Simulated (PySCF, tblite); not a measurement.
# C5H12FPSi: geometry, infrared bands and NMR shifts

Wanted: the infrared bands and NMR shifts of C5H12FPSi (`C[C@@H]1CCC[Si@@]1(F)P`), by calculation.

Computed with tblite 0.8.0 and PySCF 2.14.0, with density-fitted response routines of our own, on a single molecule in the gas phase. Atoms are numbered from 0 throughout.

**1. Starting geometry**

20 atoms, charge 0, multiplicity 1; geometry from: force field or distance geometry start.

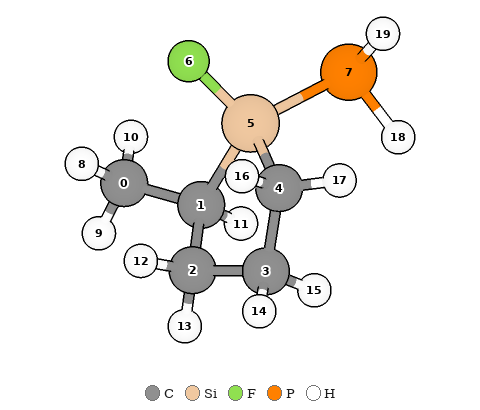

The starting geometry (carbon grey, silicon light orange, fluorine green, phosphorus orange, hydrogen white), atoms numbered; sticks join atoms by distance.

**2. Geometry optimisation with GFN2-xTB**

The job: settings as JSON, then the geometry in Å.

```
{"job": {"kind": "relax", "xc": "GFN2-xTB", "basis": "xTB"}, "charge": 0, "multiplicity": 1}
C     -1.735500     1.131100     1.238600
C     -0.881800     0.568800     0.115100
C     -1.208100    -0.924600    -0.172300
C     -0.051700    -1.515100    -0.988800
C      1.260000    -1.206000    -0.226000
Si     1.011100     0.532400     0.476900
F      1.286500     0.528100     2.048700
P      2.112100     2.094100    -0.597100
H     -1.615100     0.574800     2.176900
H     -2.806900     1.091200     0.966200
H     -1.492500     2.178800     1.437700
H     -1.034300     1.147800    -0.787500
H     -1.351800    -1.486100     0.766400
H     -2.152000    -0.996100    -0.738100
H     -0.175900    -2.595000    -1.104000
H     -0.032700    -1.075500    -1.971100
H      1.404200    -1.909300     0.593000
H      2.122100    -1.277700    -0.902900
H      1.924900     1.586300    -1.903100
H      3.412300     1.562600    -0.431800
```

Run with:

```console
$ OMP_NUM_THREADS=1 python probes_run.py task.json out
```

The driver reads the jobs from task.json and runs them one after another.

Standard output:

```text
step      E/eV     max force
  0    -703.49271    1.268
  1    -703.57425    0.761
  2    -703.59983    0.429
  3    -703.61476    0.325
  4    -703.62476    0.283
  5    -703.63151    0.215
  6    -703.63536    0.148
  7    -703.63761    0.128
  8    -703.63933    0.141
  9    -703.64127    0.121
 10    -703.64311    0.092
 11    -703.64459    0.089
 12    -703.64581    0.083
 13    -703.64708    0.099
 14    -703.64843    0.091
 15    -703.64960    0.080
 16    -703.65047    0.078
 17    -703.65128    0.073
 18    -703.65228    0.088
 19    -703.65352    0.103
 20    -703.65474    0.087
 21    -703.65569    0.065
 22    -703.65652    0.061
 23    -703.65739    0.076
 24    -703.65819    0.070
 25    -703.65875    0.045
 26    -703.65909    0.039
 27    -703.65941    0.050
 28    -703.65979    0.054
 29    -703.66017    0.042
 30    -703.66047    0.031
 31    -703.66071    0.029
 32    -703.66094    0.033
 33    -703.66115    0.033
 34    -703.66130    0.026
 35    -703.66140    0.022
 36    -703.66150    0.035
 37    -703.66162    0.037
 38    -703.66174    0.026
 39    -703.66184    0.022
 40    -703.66194    0.022
 41    -703.66206    0.026
 42    -703.66223    0.028
 43    -703.66241    0.030
 44    -703.66257    0.029
 45    -703.66271    0.025
 46    -703.66287    0.027
 47    -703.66302    0.023
 48    -703.66311    0.021
 49    -703.66316    0.016
 50    -703.66320    0.013
 51    -703.66324    0.014
 52    -703.66329    0.016
 53    -703.66333    0.013
 54    -703.66337    0.012
 55    -703.66340    0.013
 56    -703.66344    0.015
 57    -703.66349    0.018
 58    -703.66355    0.022
 59    -703.66362    0.022
 60    -703.66368    0.020
 61    -703.66375    0.019
 62    -703.66381    0.021
 63    -703.66387    0.019
 64    -703.66393    0.019
 65    -703.66399    0.021
 66    -703.66406    0.022
 67    -703.66413    0.018
 68    -703.66420    0.019
 69    -703.66427    0.015
 70    -703.66433    0.021
 71    -703.66439    0.020
 72    -703.66445    0.015
 73    -703.66449    0.015
 74    -703.66454    0.014
 75    -703.66460    0.017
 76    -703.66466    0.017
 77    -703.66471    0.014
 78    -703.66475    0.016
 79    -703.66481    0.019
 80    -703.66488    0.026
 81    -703.66496    0.027
 82    -703.66502    0.016
 83    -703.66505    0.014
 84    -703.66507    0.012
 85    -703.66510    0.016
 86    -703.66513    0.016
 87    -703.66517    0.014
 88    -703.66520    0.014
 89    -703.66524    0.013
 90    -703.66527    0.016
 91    -703.66529    0.012
 92    -703.66531    0.008
```

Wall time 0.67 s (1 thread of Arm Neoverse V2, shared host).

Relaxation path: (not every step is listed)

```tsv
step	energy from step 0 (eV)	largest force (eV/Å)
0	0.0000	1.2676
1	-0.0815	0.7610
2	-0.1071	0.4288
3	-0.1221	0.3247
4	-0.1321	0.2833
5	-0.1388	0.2149
6	-0.1427	0.1476
7	-0.1449	0.1281
8	-0.1466	0.1414
15	-0.1569	0.0795
22	-0.1638	0.0612
29	-0.1675	0.0416
36	-0.1688	0.0348
43	-0.1697	0.0303
50	-0.1705	0.0134
57	-0.1708	0.0180
64	-0.1712	0.0187
71	-0.1717	0.0201
78	-0.1720	0.0163
85	-0.1724	0.0163
87	-0.1725	0.0144
88	-0.1725	0.0142
89	-0.1725	0.0132
90	-0.1726	0.0161
91	-0.1726	0.0119
92	-0.1726	0.0081
```

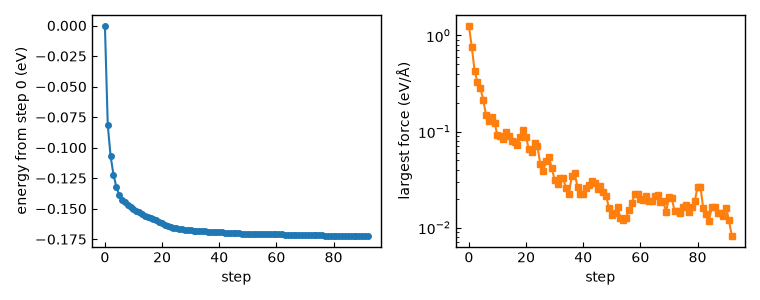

Energy and largest force along the relaxation.

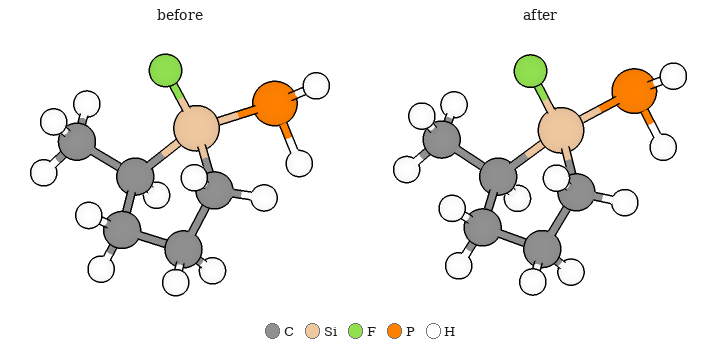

Before and after, at one scale.

Distances of close pairs at the start and the end, largest changes first:

```tsv
bond	before (Å)	after (Å)	change (Å)
Si5–P7	2.192	2.242	+0.050
Si5–F6	1.596	1.631	+0.035
P7–H19	1.414	1.384	-0.030
P7–H18	1.414	1.385	-0.029
C1–C2	1.555	1.533	-0.023
C4–Si5	1.892	1.912	+0.020
C0–H9	1.106	1.089	-0.017
C3–C4	1.549	1.532	-0.017
```

The final coordinates are the input of the step that follows.

**3. Vibrational analysis with GFN2-xTB**

The job: settings as JSON, then the geometry in Å.

```
{"job": {"kind": "ir", "xc": "GFN2-xTB", "basis": "xTB"}, "charge": 0, "multiplicity": 1}
C     -1.700475     1.162142     1.187252
C     -0.881592     0.533938     0.067716
C     -1.221356    -0.945121    -0.146345
C     -0.105014    -1.589864    -0.964637
C      1.232539    -1.277901    -0.286184
Si     1.007692     0.504500     0.366765
F      1.317909     0.487923     1.967600
P      2.130581     2.269774    -0.439712
H     -1.491416     0.669494     2.133940
H     -2.766315     1.072487     0.980797
H     -1.457218     2.217075     1.292569
H     -1.098963     1.074496    -0.859757
H     -1.279136    -1.438484     0.826333
H     -2.187563    -1.063115    -0.640393
H     -0.258287    -2.666184    -1.054774
H     -0.109382    -1.164842    -1.970869
H      1.390013    -1.956742     0.552202
H      2.062037    -1.420479    -0.975528
H      2.038085     1.861460    -1.759805
H      3.372712     1.680121    -0.280204
```

Standard output:

```text
mode    cm-1     km/mol
  1      53.4      1.13
  2      70.6     10.62
  3      85.3      0.50
  4     127.0      2.51
  5     145.7     12.17
  6     187.7     13.26
  7     221.0      0.27
  8     249.8      3.52
  9     279.6     15.51
 10     337.6      5.55
 11     395.4      4.40
 12     498.1     59.71
 13     512.5      4.08
 14     642.8     29.81
 15     682.3     12.09
 16     702.7     25.48
 17     723.9    128.44
 18     758.2     83.25
 19     802.3    151.63
 20     871.5      7.76
 21     922.6      3.77
 22     958.7      5.63
 23     992.4      4.27
 24    1008.1      3.93
 25    1055.7     23.13
 26    1092.7      4.38
 27    1116.2     12.24
 28    1136.0     11.61
 29    1137.6      8.89
 30    1182.4      2.00
 31    1209.9      1.58
 32    1263.4      2.53
 33    1279.0      0.21
 34    1291.0      0.51
 35    1330.6      1.82
 36    1339.5      1.63
 37    1417.5      1.19
 38    1469.5      3.92
 39    1495.1      0.78
 40    1500.9      2.08
 41    1504.1      1.22
 42    1506.4      2.42
 43    2296.7    107.68
 44    2377.2    135.45
 45    2922.0     37.36
 46    2962.3      9.00
 47    2971.7     52.95
 48    2981.7     29.00
 49    2987.7     64.41
 50    2991.2     68.96
 51    3009.1     52.21
 52    3012.7     35.09
 53    3031.0     38.65
 54    3038.0     24.61
```

Run time: 0.8 s. Hardware: 1 thread of Arm Neoverse V2, shared host.

Which atoms move in the most intense modes:

```tsv
cm⁻¹	km/mol	atoms
498	59.7	Si5 29 %, P7 17 %, C1 14 %, C4 10 %
724	128.4	Si5 26 %, C4 17 %, H18 15 %, H16 13 %
758	83.2	Si5 21 %, F6 20 %, H17 16 %, C4 15 %
802	151.6	Si5 33 %, F6 18 %, C4 17 %, H17 16 %
2297	107.7	H18 53 %, H19 44 %
2377	135.4	H19 53 %, H18 44 %
2988	64.4	H14 34 %, H16 30 %, H15 19 %, H13 11 %
2991	69.0	H16 49 %, H14 30 %
```

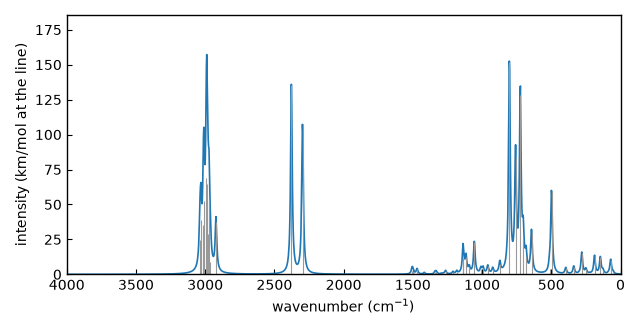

The infrared spectrum from these modes, unscaled. Lines are broadened to a width of 14 cm⁻¹ (Lorentzian).

**4. NMR shieldings: PBE0/pcSseg-1**

Settings changed since step 3:

```diff
@@ -1,2 +1,2 @@
-{"job": {"kind": "ir", "xc": "GFN2-xTB", "basis": "xTB"}, "charge": 0, "multiplicity": 1}
+{"job": {"kind": "nmr", "xc": "PBE0", "basis": "pcSseg-1"}, "charge": 0, "multiplicity": 1}
 C     -1.700475     1.162142     1.187252
```

Level: GIAO PBE0/pcSseg-1 NMR shielding, non-relativistic, gas phase.

Standard output:

```text
coarse grid: 17208 points
cycle   1  E = -927.7355654058  dE =  7.298e-01  |g| = 6.617e-01  |ddm| = 3.950e+00
cycle   2  E = -927.6694231669  dE =  6.614e-02  |g| = 9.319e-01  |ddm| = 1.359e+00
cycle   3  E = -927.8263762933  dE = -1.570e-01  |g| = 8.136e-02  |ddm| = 8.289e-01
cycle   4  E = -927.8274949146  dE = -1.119e-03  |g| = 3.394e-02  |ddm| = 9.665e-02
cycle   5  E = -927.8277175500  dE = -2.226e-04  |g| = 7.685e-03  |ddm| = 3.388e-02
cycle   6  E = -927.8277318250  dE = -1.427e-05  |g| = 2.562e-03  |ddm| = 1.269e-02
cycle   7  E = -927.8277333052  dE = -1.480e-06  |g| = 4.331e-04  |ddm| = 3.110e-03
final grid: 155960 points
cycle   8  E = -927.8813300502  dE = -4.464e-05  |g| = 8.433e-03  |ddm| = 3.244e-02
cycle   9  E = -927.8813191393  dE =  1.091e-05  |g| = 1.060e-02  |ddm| = 1.752e-02
cycle  10  E = -927.8813487147  dE = -2.958e-05  |g| = 7.953e-04  |ddm| = 1.043e-02
cycle  11  E = -927.8813488326  dE = -1.179e-07  |g| = 2.866e-04  |ddm| = 9.612e-04
cycle  12  E = -927.8813488471  dE = -1.445e-08  |g| = 6.406e-05  |ddm| = 2.458e-04
cycle  13  E = -927.8813488476  dE = -5.748e-10  |g| = 2.575e-05  |ddm| = 7.065e-05
converged SCF energy = -927.8813488476

GIAO shielding tensors (ppm)
atom      isotropic    diamagn.    paramagn.     s11        s22        s33       span
  0 C      171.432     244.817     -73.385    159.647    167.498    187.152     27.506
  1 C      157.469     255.076     -97.606    147.458    157.977    166.973     19.515
  2 C      147.005     249.923    -102.918    124.337    151.938    164.741     40.405
  3 C      158.556     249.422     -90.866    141.337    160.386    173.946     32.608
  4 C      163.383     256.438     -93.055    151.563    163.798    174.789     23.226
  5 Si     282.995     878.928    -595.933    262.483    276.102    310.398     47.915
  6 F      361.642     469.767    -108.125    323.388    374.887    386.650     63.262
  7 P      615.957     967.493    -351.536    546.875    623.443    677.554    130.678
  8 H       30.623      29.941       0.682     26.196     29.403     36.269     10.073
  9 H       30.380      29.021       1.359     25.382     27.930     37.829     12.446
 10 H       30.281      28.935       1.346     24.738     28.710     37.396     12.657
 11 H       31.169      34.210      -3.042     28.396     29.009     36.101      7.705
 12 H       30.541      33.160      -2.620     26.410     29.638     35.574      9.164
 13 H       29.683      31.963      -2.280     24.723     28.022     36.303     11.580
 14 H       29.683      30.450      -0.767     24.109     27.431     37.508     13.399
 15 H       30.636      32.447      -1.811     26.457     28.523     36.928     10.471
 16 H       30.656      31.885      -1.229     26.526     28.199     37.244     10.717
 17 H       30.615      31.544      -0.930     26.300     28.583     36.960     10.660
 18 H       30.942      31.375      -0.432     25.747     28.556     38.524     12.776
 19 H       30.286      29.655       0.631     25.214     27.121     38.523     13.309
```

Wall time 41 s (1 thread of Arm Neoverse V2, shared host); peak memory 1 GiB.

Shifts follow as δ = σ(reference) − σ, with reference shieldings (ppm) from runs at the same level and on the same kind of geometry: ¹H TMS 31.72, ¹³C TMS 186.9, ²⁹Si TMS 349.2, ¹⁹F CFCl3 170.9, ³¹P H3PO4 318.4. The references are single molecules in the gas phase, so shifts against H2O, NH3, PH3, H3PO4 or CFCl3 are not on the usual liquid scales and can be off by tens of ppm. Atoms listed in one row are averaged.

```tsv
atoms	environment	σ (ppm)	δ (ppm)	δ scaled to CDCl3
C2	sp3 CH2 in a ring	147.0	39.9	37.0
C1	sp3 CH bonded to Si	157.5	29.5	26.8
C3	sp3 CH2 in a ring	158.6	28.4	25.8
C4	sp3 CH2 bonded to Si	163.4	23.5	21.1
C0	methyl carbon	171.4	15.5	13.2
H13	hydrogen on an sp3 CH2 in a ring	29.68	2.03	2.02
H14	hydrogen on an sp3 CH2 in a ring	29.68	2.03	2.02
H8, H9, H10	hydrogen on a methyl carbon	30.43	1.29	1.32
H12	hydrogen on an sp3 CH2 in a ring	30.54	1.18	1.21
H18, H19	hydrogen on a phosphorus bonded to Si	30.61	1.10	–
H17	hydrogen on an sp3 CH2 bonded to Si	30.61	1.10	1.14
H15	hydrogen on an sp3 CH2 in a ring	30.64	1.08	1.12
H16	hydrogen on an sp3 CH2 bonded to Si	30.66	1.06	1.11
H11	hydrogen on an sp3 CH bonded to Si	31.17	0.55	0.62
Si5	silicon bonded to 2 C, F, P, in a 5-membered ring	283.0	66.2	–
F6	fluorine bonded to Si	361.6	-190.7	–
P7	phosphorus bonded to Si, 2 H	616.0	-297.6	–
```

The scaled column applies a straight-line fit of computed shieldings to shifts measured in CDCl3, and one for carbons that bear F (root-mean-square error 0.16 ppm for H, 1.9 ppm for C).

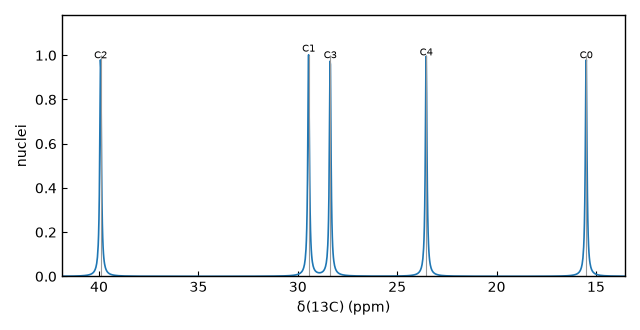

¹³C lines at the computed shifts, without couplings. Lines are broadened to a width of 0.10 ppm (Lorentzian).

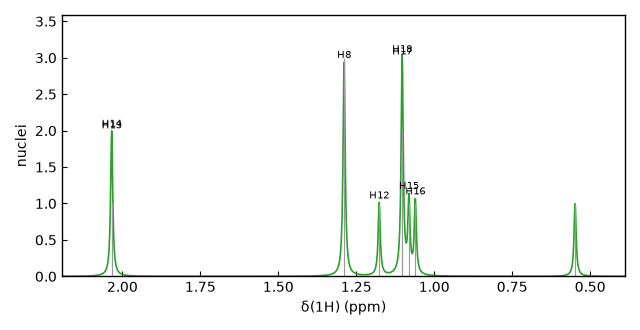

¹H lines at the computed shifts, without couplings. Lines are broadened to a width of 0.01 ppm (Lorentzian).

Charges from the same density, by scheme (e):

```tsv
atoms	Mulliken	IAO	Hirshfeld	ESP fit
C0	-0.20	-0.41	-0.12	-0.54
C1	-0.65	-0.39	-0.11	0.23
C2	-0.18	-0.25	-0.07	-0.40
C3	-0.21	-0.25	-0.07	0.18
C4	-0.55	-0.56	-0.17	-0.55
Si5	1.05	1.13	0.40	0.59
F6	-0.42	-0.54	-0.21	-0.29
P7	-0.22	-0.11	-0.02	-0.38
```

Mulliken charges:

C0 -0.20; C1 -0.65; C2 -0.18; C3 -0.21; C4 -0.55; Si5 1.05; F6 -0.42; P7 -0.22; H8 0.12; H9 0.11; H10 0.12; H11 0.14; H12 0.12; H13 0.12; H14 0.13; H15 0.11; H16 0.15; H17 0.14; H18 0.05; H19 0.06

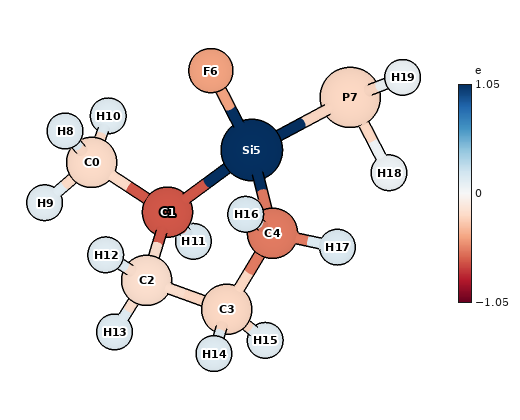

Mulliken charges, as colours on the atoms.

Mayer bond orders: C0–C1 1.05, C1–C2 1.00, C2–C3 1.03, C3–C4 1.03, C4–Si5 0.88, Si5–F6 0.93, Si5–P7 1.01, Si5–C1 0.85.

Ring of atoms C1, C2, C3, C4, Si5: NICS(0) -4.1, NICS(1) -3.8, NICS(1)zz -1.2 ppm (means of both faces).

**5. Results**

| quantity | value |
| --- | --- |
| strongest single infrared mode (GFN2-xTB) | 802 cm⁻¹, 152 km/mol |
| zero-point energy (GFN2-xTB) | 100.3 kcal/mol |
| ¹³C shifts against TMS (PBE0/pcSseg-1) | 39.9, 29.5, 28.4, 23.5, 15.5 ppm |
| ¹H shifts against TMS (PBE0/pcSseg-1, means over atoms taken as alike) | 2.03, 2.03, 1.29, 1.18, 1.10, 1.10, 1.08, 1.06, 0.55 ppm |
| ²⁹Si shifts against TMS (PBE0/pcSseg-1) | 66.2 ppm |
| ¹⁹F shifts against CFCl3 (PBE0/pcSseg-1) | -190.7 ppm |
| ³¹P shifts against H3PO4 (PBE0/pcSseg-1) | -297.6 ppm |

Over 92 steps the energy fell by 0.173 eV; of the close pairs, Si5–P7 changed most, 2.192 to 2.242 Å. No mode is imaginary among the 54: a minimum at this level. The strongest single mode, at 802 cm⁻¹, has its largest shares on Si5, F6, C4 and H17 (the list is cut at 4 atoms). GFN2-xTB is a fitted tight-binding method: band positions and strengths are rough. Its intensities can rank the bands wrongly. At PBE0/pcSseg-1: Shielding is most anisotropic at P7 (span 131 ppm, paramagnetic term -352 ppm).
